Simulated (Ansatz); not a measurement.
**Al(111) with 4 thermally displaced layers, 2x2: scattering by thermal displacements**

Wanted: the phonon-limited resistivity of Al at 500 K by the Landauer route. The measured value for the pure metal at this temperature is 4.99 µΩ cm (CRC Handbook of Chemistry and Physics, 84th ed., 2003, Electrical Resistivity of Pure Metals).

Main program and level: Ansatz 0.2.0; Ansatz plane-wave DFT, PBE, PAW files; ballistic transport by layer matching (Landauer), zero bias; PAW set soft_1.

## (1) Starting point

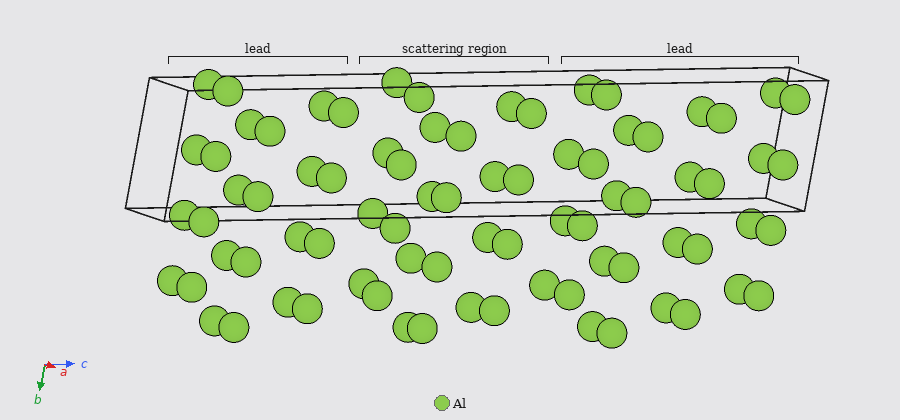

Start, viewed from the side, with the c axis across the page; aluminium green. 1×2×1 cells are drawn.

The cell holds 40 atoms: 40 Al. Its edges and angles: a = 5.725 Å, b = 5.725 Å, c = 23.429 Å, α = 93.5°, β = 86.5°, γ = 120.0°. It derives from Al. Regions: lead, 24 atoms (24 Al); scattering region, 16 atoms (16 Al). The structure is stacked along c, and the current runs across the ab planes.

## (2) With 4 displaced layers

Each atom of 4 layers is moved at random, by amounts drawn from a normal law 0.1226 Å wide in each direction from the Debye model (428 K) at 500 K. The layers about the cell's end stay perfect and serve as the lead. Disorder leaves little or no symmetry, which makes such runs dear. Energies from -0.05 to 0.05 eV in steps of 0.05 eV are too few for the program's thermal sum, so it prints no conductance; for a metal the transmission near the Fermi level serves, at a fraction of the cost.

input.yaml reads:

```yaml
crystal:
  lattice:
    - [5.7246940741, 0.0, 0.0]
    - [-2.862347037, 4.957730497, 0.0]
    - [1.4311735185, -0.8262884162, 23.3709656917]
  atoms:
    - { symbol: Al, position: [0.9916666667, 0.0083333333, 0.05] }
    - { symbol: Al, position: [0.9916666667, 0.5083333333, 0.05] }
    - { symbol: Al, position: [0.4916666667, 0.0083333333, 0.05] }
    - { symbol: Al, position: [0.4916666667, 0.5083333333, 0.05] }
    - { symbol: Al, position: [0.1416666667, 0.3583333333, 0.15] }
    - { symbol: Al, position: [0.1416666667, 0.8583333333, 0.15] }
    - { symbol: Al, position: [0.6416666667, 0.3583333333, 0.15] }
    - { symbol: Al, position: [0.6416666667, 0.8583333333, 0.15] }
    - { symbol: Al, position: [0.2916666667, 0.2083333333, 0.25] }
    - { symbol: Al, position: [0.2916666667, 0.7083333333, 0.25] }
    - { symbol: Al, position: [0.7916666667, 0.2083333333, 0.25] }
    - { symbol: Al, position: [0.7916666667, 0.7083333333, 0.25] }
    - { symbol: Al, position: [0.953802454, 0.0848415669, 0.3538887355] }
    - { symbol: Al, position: [0.9782261689, 0.5972950127, 0.3436783037] }
    - { symbol: Al, position: [0.4120161198, 0.0255930626, 0.3494349682] }
    - { symbol: Al, position: [0.462343239, 0.5582241751, 0.352600292] }
    - { symbol: Al, position: [0.0533718315, 0.4111760451, 0.4452441781] }
    - { symbol: Al, position: [0.1398051778, 0.9310854738, 0.4549781913] }
    - { symbol: Al, position: [0.5974279685, 0.4240579391, 0.4534498393] }
    - { symbol: Al, position: [0.5782467207, 0.8959382512, 0.4493981554] }
    - { symbol: Al, position: [0.2216071183, 0.2433939158, 0.5485140384] }
    - { symbol: Al, position: [0.2369394582, 0.7758816283, 0.541630455] }
    - { symbol: Al, position: [0.7520425267, 0.2423925272, 0.5471372044] }
    - { symbol: Al, position: [0.7111818005, 0.7545512966, 0.5487013145] }
    - { symbol: Al, position: [0.8890860447, 0.0952206536, 0.6504916379] }
    - { symbol: Al, position: [0.9361785823, 0.6179422051, 0.6469916887] }
    - { symbol: Al, position: [0.4099595693, 0.1056684629, 0.6531141543] }
    - { symbol: Al, position: [0.4016377099, 0.5969793904, 0.6398779736] }
    - { symbol: Al, position: [0.0416666667, 0.4583333333, 0.75] }
    - { symbol: Al, position: [0.0416666667, 0.9583333333, 0.75] }
    - { symbol: Al, position: [0.5416666667, 0.4583333333, 0.75] }
    - { symbol: Al, position: [0.5416666667, 0.9583333333, 0.75] }
    - { symbol: Al, position: [0.1916666667, 0.3083333333, 0.85] }
    - { symbol: Al, position: [0.1916666667, 0.8083333333, 0.85] }
    - { symbol: Al, position: [0.6916666667, 0.3083333333, 0.85] }
    - { symbol: Al, position: [0.6916666667, 0.8083333333, 0.85] }
    - { symbol: Al, position: [0.8416666667, 0.1583333333, 0.95] }
    - { symbol: Al, position: [0.8416666667, 0.6583333333, 0.95] }
    - { symbol: Al, position: [0.3416666667, 0.1583333333, 0.95] }
    - { symbol: Al, position: [0.3416666667, 0.6583333333, 0.95] }
kpoints:
  mp_grid: { grid: [5, 5, 1] }
hamiltonian:
  xc: pbe
  pseudopotentials: { kind: paw, azcp: { folder: soft_1 } }
scf:
  occupations: { method: fermi_dirac, width: 0.1 }
output:
  transmission:
    leads: [[0, 4]]
    kmesh: [10, 10]
    e_range: [-0.05, 0.05]
    de: 0.05
  write_potential: true
  write_density: true
  volumetric_format: npy
  elf: true
```

Command:

```
$ ansatz run input.yaml --threads 4 --pin off --max-ram 15360MiB --backend cpu --events-out ev --progress --plain --runs-dir out
```

Numbers of over 12 decimals in the logs are rounded to 6 here.

Output:

```text
Engine: ansatz 0.2.0, x86_64-unknown-linux-gnu
Pseudopotentials: kind: paw
Pseudopotential: Al, paw, valence charge 3, recommended cutoff 420 eV (normal), soft_1/Al.paw.azcp
Functional definition: PBE
  parameter kappa = 0.804
  parameter beta = 0.066725
  exchange = pbe_x(kappa = kappa, mu = beta*pi^2/3)
  correlation = pbe_c(beta = beta)
Crystal: 40 atoms, lattice volume = 663.303 Å³
Basis set: ecut = 420 eV, 13043 PW (Γ)
Bands: 100, of which v1, the nominal top of the filled ones, is band 60 counted from 1 (59 counted from 0)
Symmetry: 1 space group operations
Space group: P1 (ITA 1), of the structure as read, at distance tolerance 8.7e-5 Å
k-points: 13 of 25 (time reversal used)
Non-local potential: Al, projectors of the file, l = 0: 2, l = 1: 2, l = 2: 1
PAW form: soft (Blöchl's): semilocal exchange-correlation on the pseudo side does not see the compensation charge
PAW one-centre angular grid: Al, 110 points (default); XC on 64 Gauss nodes
Initial density: superposition of atomic densities (chi_scale 0.1, normalization cell)
Initial wavefunctions: pseudopotential atomic-orbital guess
Functional: x = pbe(κ = 0.804, μ = 0.219515), c = pbe(β = 0.066725)
SCF iter   1: F=—  HF=-21500.612967 eV  |F-HF|=—  |Δ(HF+E_count)|=         —  Δρ=2.34e-2  dr2=5.94e0  ethr=3.10e-3  ⟨swp⟩=6.4  Hψ=5980  notcnv=0  defer=51
preconditioner: auto → Kerker (q_TF=auto, 2.052 Å⁻¹)  [metal: Δε(μ)=0.021 eV  Ē_g=6.727 eV  σ=0.100 eV  W_gap=0.05  n_scr=86 (ndim 8)  ℏωp=15.8 eV  f_vac=0.000  D(μ)=19.16/eV (n_scr^D=126)]
SCF iter   2: F=—  HF=-21499.868010 eV  |F-HF|=—  |Δ(HF+E_count)|=   7.45e-1  Δρ=1.53e-2  dr2=2.01e0  ethr=3.10e-3  ⟨swp⟩=1.3  Hψ=1509  notcnv=0  defer=55
SCF iter   3: F=—  HF=-21499.031788 eV  |F-HF|=—  |Δ(HF+E_count)|=   8.36e-1  Δρ=1.85e-3  dr2=3.01e-2  ethr=1.67e-3  ⟨swp⟩=1.9  Hψ=1376  notcnv=0  defer=97
SCF iter   4: F=—  HF=-21499.019018 eV  |F-HF|=—  |Δ(HF+E_count)|=   1.28e-2  Δρ=2.23e-4  dr2=5.68e-4  ethr=2.51e-5  ⟨swp⟩=2.1  Hψ=1748  notcnv=0  defer=116
SCF iter   5: F=—  HF=-21499.018798 eV  |F-HF|=—  |Δ(HF+E_count)|=   2.20e-4  Δρ=2.56e-5  dr2=9.03e-6  ethr=4.74e-7  ⟨swp⟩=2.7  Hψ=1999  notcnv=0  defer=116
SCF iter   6: F=—  HF=-21499.018820 eV  |F-HF|=—  |Δ(HF+E_count)|=   2.16e-5  Δρ=4.72e-6  dr2=2.46e-7  ethr=7.52e-9  ⟨swp⟩=1.7  Hψ=1390  notcnv=0  defer=116
SCF iter   7: F=-21499.018820 eV  HF=-21499.018820 eV  |F-HF|=6.98e-9  |Δ(HF+E_count)|=   3.58e-9  Δρ=1.03e-6  dr2=1.32e-8  ethr=8.33e-11  ⟨swp⟩=13.0  Hψ=5358  notcnv=0
SCF 1 converged in 7 iterations: F = -21499.018820 eV  dr2 = 1.32e-8
  greatest PAW one-centre occupation: 0.458 electrons in one spin orbital (limit 2), on the Al atom at site 17 (counted from 0), in its partial waves of l = 0
transmission: 159 of 1508 steps passed
transmission: 306 of 1508 steps passed
[...]
transmission: 1508 of 1508 steps passed
SCF converged after 7 iterations
Free energy (F): -21499.018820 eV
Harris-Foulkes:  -21499.018820 eV  (|F-HF|=6.98e-9)
Internal energy: -21498.381276 eV  (E = F + TS)
E sigma→0 (E₀):  -21498.700048 eV
Entropy (-TS):   -0.637544 eV (-15.939 meV/atom)
Fermi energy:    7.921678 eV
--- Per-component energies (eV) ---
  E_band       = 415.824058
  E_kinetic    = 900.189486
  E_local      = 404.304812  (includes V_loc(G=0)·N_el)
  E_nonlocal   = 401.234002
  E_hartree    = 8.041819
  E_xc         = -1506.794484
  E_vxc        = -1165.786796  (∫ρ·V_xc dr)
  E_paw        = -18776.682638  (= ΣΔE_a)
  E_vpaw       = -140.201237  (= ΣTr[D̂ρ^β])
  E_aug_tail   = -0.000083  (compensation charges beyond the density's cutoff)
  E_ewald      = -2928.674189
  E_smearing   = -0.637544  (= −TS)
  E_closure    = 0.000000  (closes the sum)
  Σ components = -21499.018820   (vs F -21499.018820, Δ=0.00e0)
--- Band table (eV; the first three rows and the last of 13) ---
  k-point 0: bands = [... 56 lower, 6.2954, 6.7002, 6.7438, 6.7661, 6.7959, 7.0664, 7.1174, 7.1649, ... 36 higher]
  k-point 1: bands = [... 56 lower, 6.6461, 6.9072, 7.0505, 7.2069, 7.3524, 7.3996, 7.4780, 7.5583, ... 36 higher]
  k-point 2: bands = [... 56 lower, 7.8251, 7.8986, 8.0290, 8.1041, 8.1402, 8.2016, 8.2372, 8.3531, ... 36 higher]
  k-point 12: bands = [... 56 lower, 7.4522, 7.5479, 7.7702, 7.9282, 7.9748, 7.9896, 8.0632, 8.1109, ... 36 higher]
--- Transmission ---
  basis      : 253 plane waves across, 29 finite elements along
  points     : 52, standing for a mesh of 10 x 10
  energies   : 3 from -0.050000 to 0.050000 eV about the Fermi level, 0.050000 eV apart; the leads are filled to 0.000000 eV, and channels, transmission and decay are at 0.000000 eV
  crystal 0  : Al4, at the sites [0, 4], period 2.3371 Å, over 14.02 Å; its Hamiltonian steps by up to 8.4 meV
    offset         : up to 0.0000 Å between an atom of the period and one for which it stands
    channels       : 5.410000e0 a spin
    conductance    : none, the energies end too early or step too widely for 300 K: set another output.transmission.e_range or a lower de, or, where they end at an eighth of basis.ecutwfc, a higher one
  junction   : crystal 0 to crystal 0, 0.70 to 21.73 Å
    transmission   : 5.033661e0 a spin
    conductance    : none, the energies end too early or step too widely for 300 K: set another output.transmission.e_range or a lower de, or, where they end at an eighth of basis.ecutwfc, a higher one
```

It took 4.2 min on 4 threads of AMD EPYC 7R13 (Zen 3), shared host; peak memory 1.8 GiB.

In the SCF lines HF is the Harris–Foulkes energy and dr2 the Hartree energy of the density residual, in eV; the loop may stop once dr2 is under the threshold and the program's other checks hold. Hψ counts applications of the Hamiltonian.

This step gave:

```
free energy                                    : -21499.0188 eV
energy at zero smearing                        : -21498.7000 eV
Fermi energy                                   : 7.922 eV
cell area                                      : 28.38 Å²
transmission per spin nearest the Fermi level  : 5.034
open channels per spin nearest the Fermi level : 5.41
step of the lead's potential                   : 8.4 meV
```

Per spin. Transmission, zone mean against energy, zero at the Fermi level:

```csv
energy (eV),"transmission, zone mean"
-0.0500,4.93
0.0000,5.03
0.0500,5.14
```

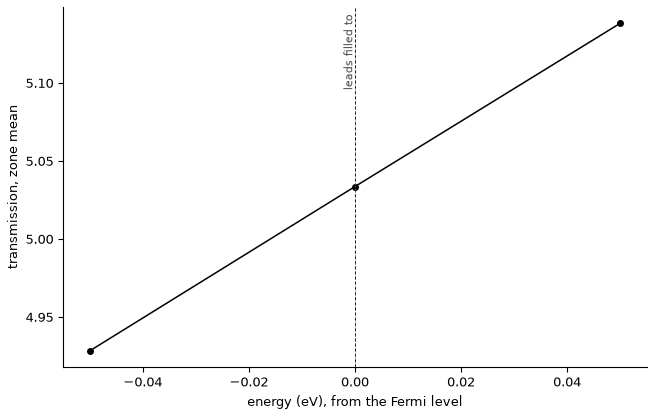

Transmission, zone mean against energy.

Per spin. The open channels, zone mean, lead by energy, zero at the Fermi level:

```csv
energy (eV),"open channels, zone mean, lead"
-0.0500,5.29
0.0000,5.41
0.0500,5.59
```

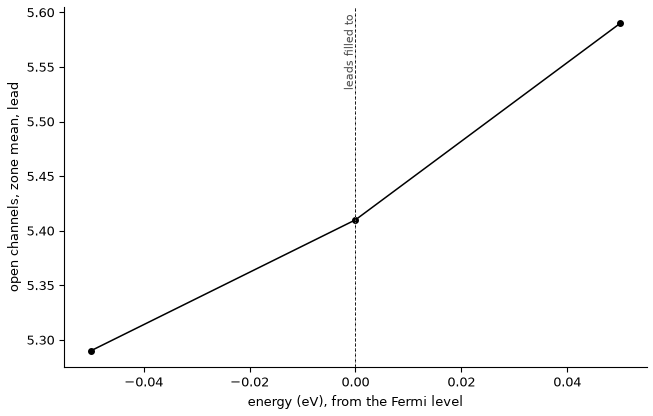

Open channels, zone mean, lead against energy.

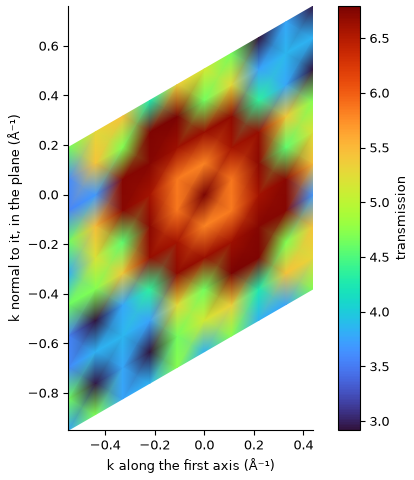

Transmission over k1 and k2. At 0.0000 eV from the Fermi level.

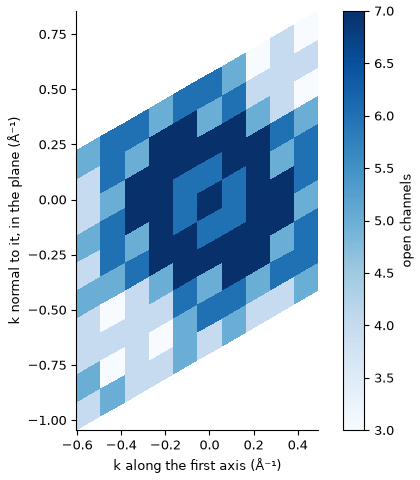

Open channels over k1 and k2. At 0.0000 eV from the Fermi level.

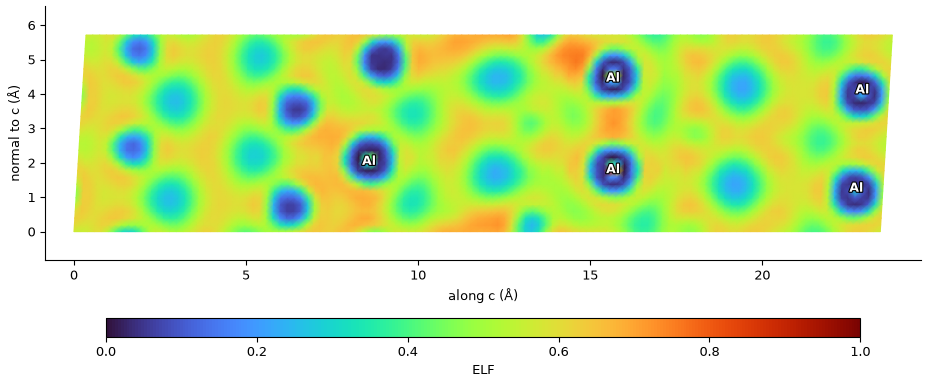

ELF in the ca plane at fractional y = 0.618, with atoms of Al within 0.2 Å of it. It is the smooth field of the valence electrons, not physical close to the nuclei. The map starts off the cell's origin, so that atoms lie inside it.

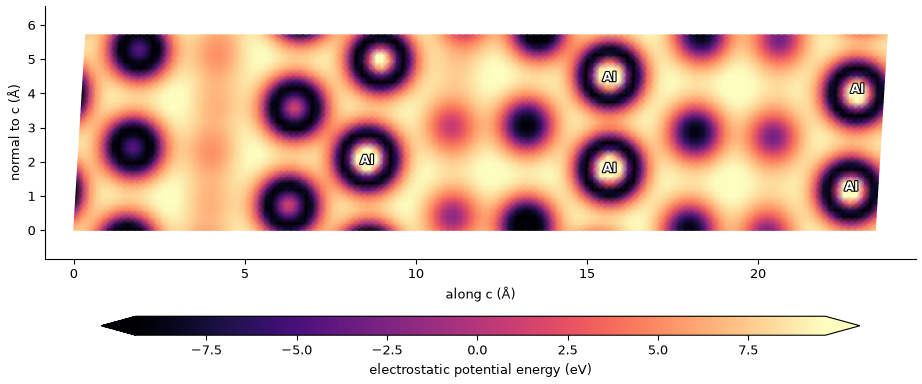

Electrostatic potential energy in the ca plane at fractional y = 0.618, with atoms of Al within 0.2 Å of it. With pseudopotentials it is smooth inside the atoms' cores, unlike the true potential. The map starts off the cell's origin, so that atoms lie inside it.

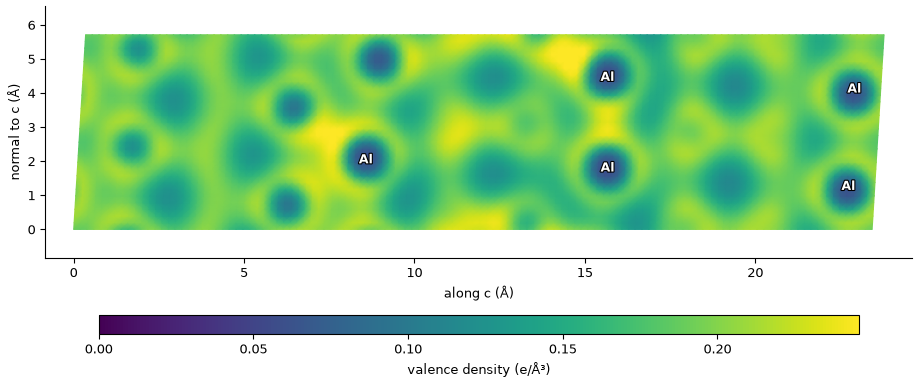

Valence density in the ca plane at fractional y = 0.618, with atoms of Al within 0.2 Å of it. It is the smooth field of the valence electrons, not physical close to the nuclei. The map starts off the cell's origin, so that atoms lie inside it.

Over the solved energies the transmission per spin lies between 4.93 and 5.14, out of 5.43 channels of the lead on average (up to 5.59).

[end of part 1 of 2]

[Logs are printed without paths, hosts, clocks, repeated set-up lines and the standing remarks that a program may print on its own settings, such as how far it seeks lower states.]

[Hosts, paths, dates, database ids (printed as entryN), source tags and the programs' standing remarks are cut or masked in the printed files.]
